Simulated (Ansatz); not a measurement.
**GaAsH2 (singlet): from Hartree-Fock to the top rungs at a displaced geometry (v2), cc-pVDZ**

Aim: climb from Hartree-Fock through coupled cluster and multireference methods for GaAsH2 (singlet) at one geometry and basis, and see what each rung misses.

Method: cc-pVDZ, core rule «outside noble gas», up to 28 orbitals frozen; program: Ansatz 0.2.0, Gaussian basis.

To be run: UHF; CCSD(T) on RHF; BCCD(T) on RHF; CISD; CCSDT(Q) on RHF; CASSCF and MRCISD+Q, 10 electrons in 10 orbitals; CASSCF and NEVPT2, 10 electrons in 10 orbitals.

22 further runs of the same task are left out: 6 for a known fault of the program, 8 that didn't finish, 8 set aside as unsound or not needed.

## Step 1: The geometry

The geometry is a PBE0/def2-TZVP stationary point (not a proven minimum) with its atoms shifted at random (size 0.100 Å). No spin-orbit coupling is included. The filled d shell of Ga, As may be among the frozen orbitals whatever the setting's name suggests; the logs give the count.

4 atoms, charge 0, spin multiplicity 1.

Atoms are counted from 1 here; the program's logs count them from 0.

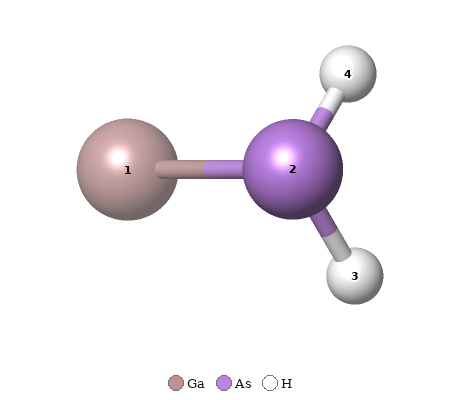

The structure; gallium pink, arsenic purple, hydrogen white; atoms are numbered from 1 in the order of the file.

As a file:

```xyz
4
AsGaH2
Ga    0.0715   -0.0036    1.3320
As   -0.0400    0.0048   -1.2112
H    -1.0269   -1.1191   -1.0646
H    -0.9438    1.0086   -1.0464
```

## Step 2: UHF

in.yaml reads:

```yaml
crystal:
  periodic: [false, false, false]
  atoms:
    - {symbol: Ga, position_ang: [0.071495, -0.003567, 1.331993]}
    - {symbol: As, position_ang: [-0.040021, 0.004806, -1.211170]}
    - {symbol: H, position_ang: [-1.026940, -1.119067, -1.064613]}
    - {symbol: H, position_ang: [-0.943824, 1.008571, -1.046399]}
basis:
  gaussian: {orbitals: cc-pVDZ}
magnetization: {spin_polarized: true, initial_magnetization: 0}
hamiltonian: {xc: hf}
output: {orbitals: {seedname: orbitals}}
```

Run with:

```
ansatz run in.yaml --threads 1 --pin off --events-out ev --progress --plain --max-ram 2393MiB
```

The runs that follow: CCSD(T) on RHF; BCCD(T) on RHF; CISD; CCSDT(Q) on RHF; CASSCF and MRCISD+Q, 10 electrons in 10 orbitals; CASSCF and NEVPT2, 10 electrons in 10 orbitals.

Before running them: what should the planned runs give, taken together? Wanted: RCCSDT(Q) below the RHF energy; RMP2 from RCCSDT(Q); RCCSD from RCCSDT(Q); RCCSD(T) from RCCSDT(Q); NEVPT2 valence from RCCSDT(Q); MRCISD+Q valence from RCCSDT(Q); T1 diagnostic; effectively unpaired electrons.

As calculated:

```
                         quantity                                        value
   RCCSDT(Q) below the RHF energy                                   -5.3727 eV
              RMP2 from RCCSDT(Q)                                  +1103.9 meV
             RCCSD from RCCSDT(Q)                                   +179.8 meV
          RCCSD(T) from RCCSDT(Q)                                    +32.5 meV
    NEVPT2 valence from RCCSDT(Q)                                   +830.3 meV
  MRCISD+Q valence from RCCSDT(Q)                                    +17.5 meV
levels within 1 kcal/mol (43 meV)  RCCSD(T), BCCD(T), RCCSDT, MRCISD+Q valence
                    T1 diagnostic                                        0.015
   effectively unpaired electrons                                         0.07
```

RCCSD(T) misses by +32.5 meV, 0.6 % of the correlation energy. One determinant dominates. Of the multireference levels listed MRCISD+Q valence comes nearest in total energy (+17.5 meV), which doesn't show that its space is the better one. These misses are within one basis, not against nature.
